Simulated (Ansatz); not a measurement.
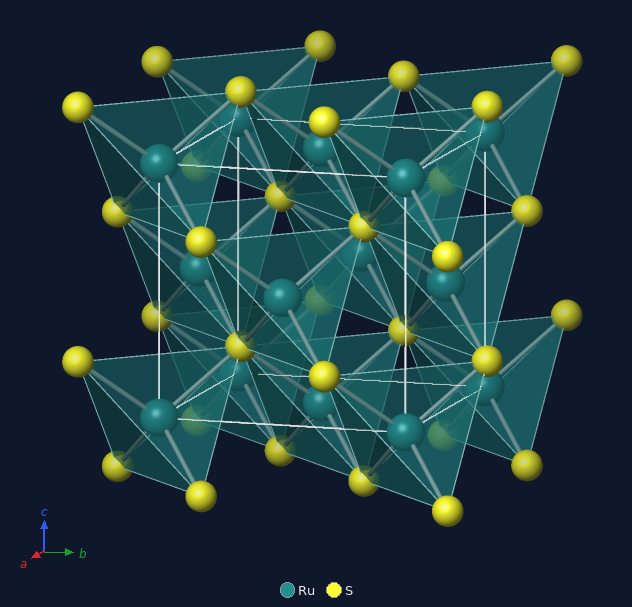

An orthographic polyhedral view of the structure, slightly off an axis. The wireframe shows the conventional unit cell. Some atoms of the next cells are drawn as well.

RuS, zinc blende (sphalerite type), space group F-43m (No. 216), a = 5.201 Å, b = 5.201 Å, c = 5.201 Å, α = 90.00°, β = 90.00°, γ = 90.00°. Origin of the cell: a structure type filled with these elements by a generator (whether the compound takes this form wasn't checked). Earlier steps of the study, as a rule a relaxation of our own, may have changed the cell and positions, so they can lie some per cent off the listed ones. It was run through Ansatz as a DFT input.

This one geometry was computed with Ansatz (DFT, plane waves, PAW) at five levels of theory: LDA, r2SCAN, PBEsol, PBE and PBE with spin-orbit coupling.

Which level gives the highest pressure at this volume, and what does that say about its equilibrium volume?

Answer. Highest: PBE (0.0 GPa) and PBE with spin-orbit coupling (0.1 GPa), which points to the largest equilibrium volume. Lowest, with the smallest volume: LDA (-8.7 GPa). Levels within 0.5 GPa of each other can't be told apart.

How does the band gap change with the level of theory?

Answer. All levels give a metal.

Collect the results in a table.

Answer.
| level | cutoff (eV) | k-mesh of the run's cell | gap (eV) | pressure (GPa) |
| --- | --- | --- | --- | --- |
| LDA | 420 | 10×10×10 | metal | -8.7 |
| r2SCAN | 500 | 10×10×10 | metal | -2.6 |
| PBEsol | 420 | 10×10×10 | metal | -5.7 |
| PBE | 420 | 10×10×10 | metal | 0.0 |
| PBE with spin-orbit coupling | 420 | 10×10×10 | metal | 0.1 |

Gaps are taken on the k-mesh or band path of each run.
